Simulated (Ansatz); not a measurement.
# GeH2O···H2O: what the fields show

```xyz
7

Ge    0.0190   -0.6480    0.7273
O     0.1238    1.1274   -0.7058
O     0.7520   -1.5566   -0.4809
H     0.5851    0.4465   -1.2689
H     0.7930   -0.0110    1.9270
H    -1.5338   -0.6208    0.9554
H    -0.7390    1.2623   -1.1542
```

Level of theory: Ansatz 0.2.0, RKS BLYP/def2-SVP.

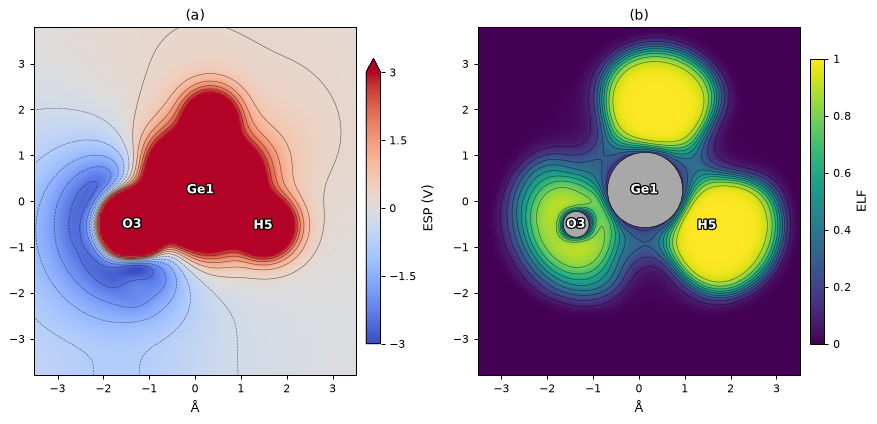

Figure 1. (a) electrostatic potential; (b) electron localisation function on the plane of atoms O3, Ge1 and H5. Grey discs cover the atomic cores in the ELF map.

### Interpret the plot.

Atoms in the plane: Ge, O and H.
Ge–O (1.68 Å): the ELF peaks at about 0.75 in the valence shell of O, 0.6 Å from its nucleus, and is about 0.30 at the midpoint.
Ge–H (1.56 Å): the ELF climbs to about 1 towards the hydrogen.
The ELF also peaks beside O3, away from the bonds: lone-pair regions.
Outside the dense part of the complex the potential is most negative (−2.8 V) near O3.

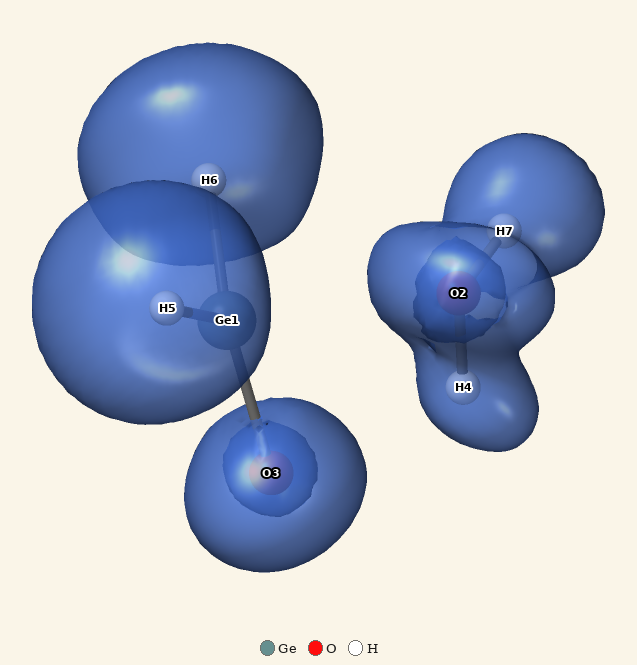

Figure 2. Isosurface of the electron localisation function at 0.75 (blue), seen across its widest extent. Only the valence region is drawn (cores and ρ < 0.01 e/Å³ removed).

### Describe the localisation domains.

The surface consists of two regions around hydrogen nuclei, one region wrapped around O (its valence shell) and one joined region spread over several atoms (H, O), in which their bonds and any lone pairs are merged. Profiles from the grid: Ge1···O2 (2.28 Å): the ELF peaks at about 0.90 in the valence shell of O, 0.6 Å from its nucleus, and is about 0.20 at the midpoint.

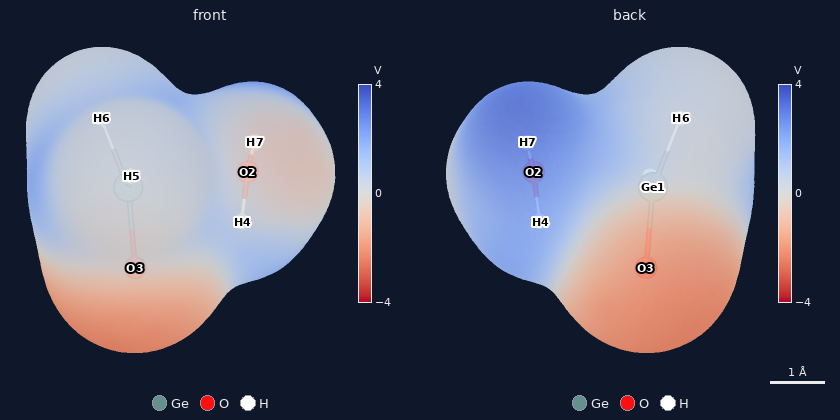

Figure 3. The molecular electrostatic potential painted on the density surface at 0.002 e/bohr³, seen from the front and from behind; the colour scale runs from red (negative) to blue (positive).

### Which sites attract a positive test charge, and which a negative one?

A positive charge is drawn to the negative regions and a negative charge to the positive ones. The most negative region (about −2.3 V, or −53 kcal/mol for a unit charge) lies over O3, the most positive (about +3.1 V, or +71 kcal/mol for a unit charge) over H7. O3 is the likeliest acceptor of a hydrogen bond.
